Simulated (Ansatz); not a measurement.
CH6O2Si (SMILES OC[SiH2]O)

The calculation's input:

```
crystal:
  periodic: [false, false, false]
  atoms:
    - {symbol: O, position_ang: [-1.443887, 1.148124, 0.182561]}
    - {symbol: C, position_ang: [-0.242975, 0.717202, 0.811168]}
    - {symbol: Si, position_ang: [0.375364, -0.872979, 0.019459]}
    - {symbol: O, position_ang: [0.330473, -0.654715, -1.623279]}
    - {symbol: H, position_ang: [-1.326022, 1.070196, -0.769250]}
    - {symbol: H, position_ang: [-0.473717, 0.557312, 1.868885]}
    - {symbol: H, position_ang: [0.529092, 1.501538, 0.777983]}
    - {symbol: H, position_ang: [1.758485, -1.195102, 0.475526]}
    - {symbol: H, position_ang: [-0.545487, -1.997227, 0.309958]}
    - {symbol: H, position_ang: [1.121772, -0.325550, -2.050113]}
basis:
  gaussian: {orbitals: def2-TZVPP}
hamiltonian: {xc: pbe0, dispersion: d4}
output: {orbitals: {seedname: orbitals}}
```

Command:

```sh
ansatz run in.yaml --threads 2 --pin off --events-out ev --progress --plain --max-ram 4352MiB
```

Geometry: PBE0-D4/def2-TZVP.

All numbers below come from RKS PBE0-D4/def2-TZVPP (Ansatz).

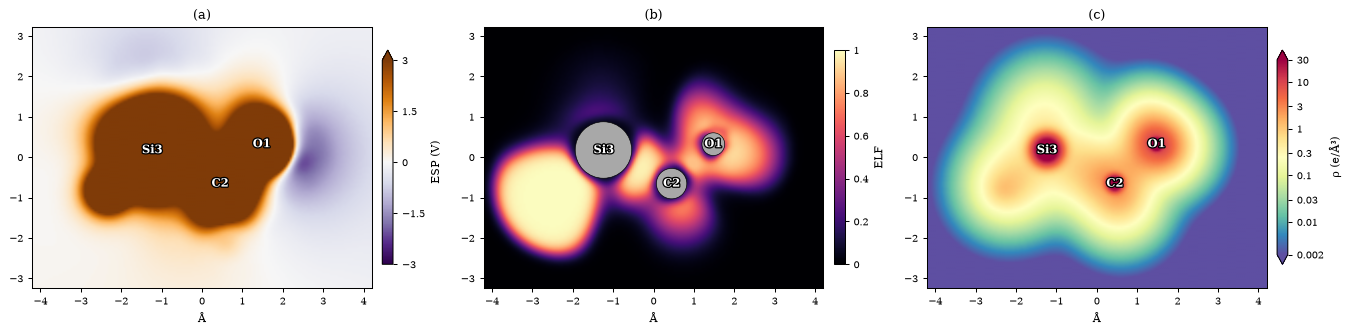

Figure 1. (a) molecular electrostatic potential; (b) electron localisation function; (c) total electron density on the plane of atoms O1, C2 and Si3. Grey discs cover the atomic cores in the ELF map.

> What do the fields say about this system?

- The plane passes through O, C and Si nuclei.
- C–O (1.42 Å): ρ at the midpoint is about 2 e/Å³, with its minimum of 1.7 e/Å³ about 0.5 Å from C; the ELF peaks at about 0.85 between the atoms, as expected for a polar covalent bond.
- C–Si (1.88 Å): ρ is about 1 e/Å³ halfway; the ELF peaks at about 1 between the atoms: a covalent bond.
- The ELF also peaks beside O1, away from the bonds: lone-pair regions.
- Outside the dense part of the molecule the potential is most negative (−2.1 V) near O1.

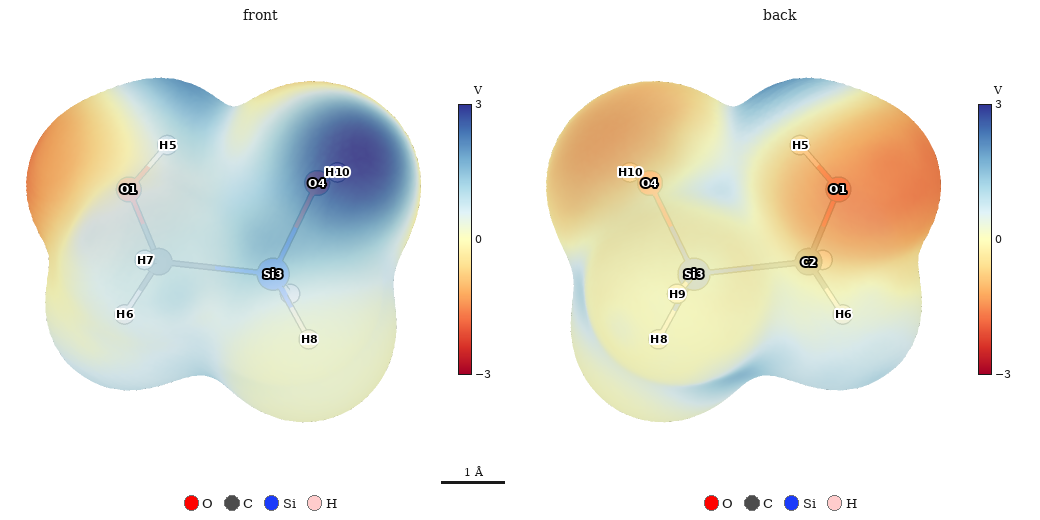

Figure 2. The molecular electrostatic potential painted on the density surface at 0.002 e/bohr³, seen from the front and from behind; the colour scale runs from red (negative) to blue (positive).

> Where is the surface potential most negative and most positive?

The most negative region (about −1.6 V) lies over O1, the most positive (about +2.8 V) over H10. O1 is the likeliest acceptor of a hydrogen bond.

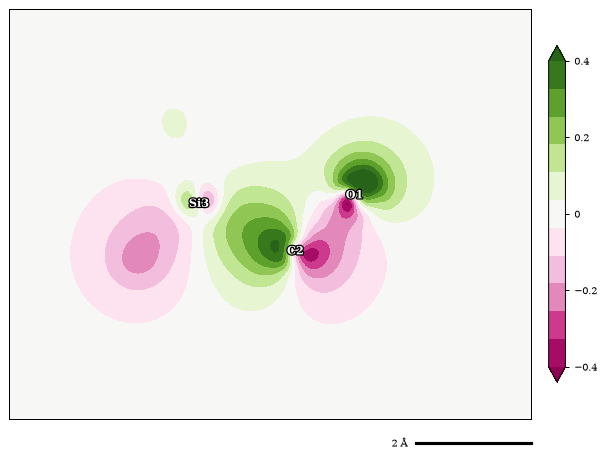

Figure 3. The HOMO−1 on the plane of atoms O1, C2 and Si3 (values in Å⁻³ᐟ²; the overall sign is arbitrary).

> Describe this orbital and give its energy.

It lies mainly on O1 (about 35 %), C2 (about 20 %), O4 (about 10 %), Si3 (about 10 %) and H6 (about 10 %). Its energy is −8.87 eV.
